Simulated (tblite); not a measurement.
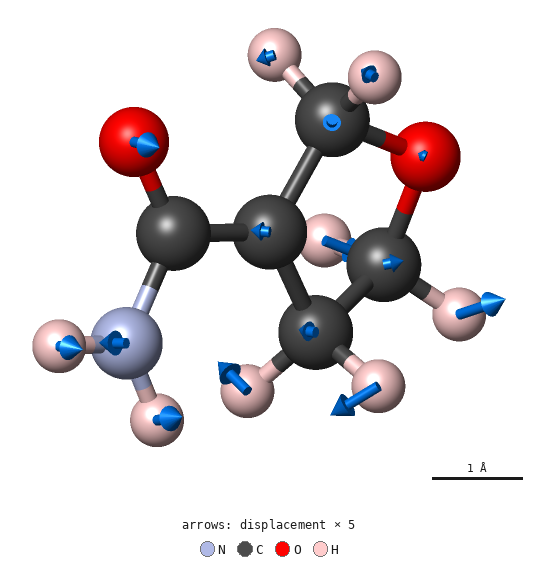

This is a relaxation of C5H8NO2 (multiplicity 2). The starting structure is drawn; blue arrows show the displacements, magnified 5 times. The two geometries are superimposed by the best rigid fit.

A ball-and-stick model, seen from a free direction.

Computed with GFN2-xTB geometry optimisation, gas phase (tblite). 

**Atoms of which element are displaced furthest, and by how much?**

Hydrogen: up to 0.14 Å, against 0.10 Å for oxygen.

**What did the optimiser do to the structure, and how much energy did it gain?**

After 54 geometry steps the energy has fallen by 0.080 eV. An H atom moves most after the best rigid fit: 0.14 Å. By element the largest moves are H 0.14 Å, O 0.10 Å, N 0.08 Å, C 0.05 Å. Near-neighbour distances that change, for instance: C–O 1.449 → 1.410 Å, C–C 1.518 → 1.538 Å, C–C 1.446 → 1.431 Å, C–H 1.094 → 1.105 Å. Among the angles between lasting bonds that change: C–C–H 113.0° → 110.2°, H–C–H 109.5° → 106.7°, O–C–H 108.5° → 111.1°.
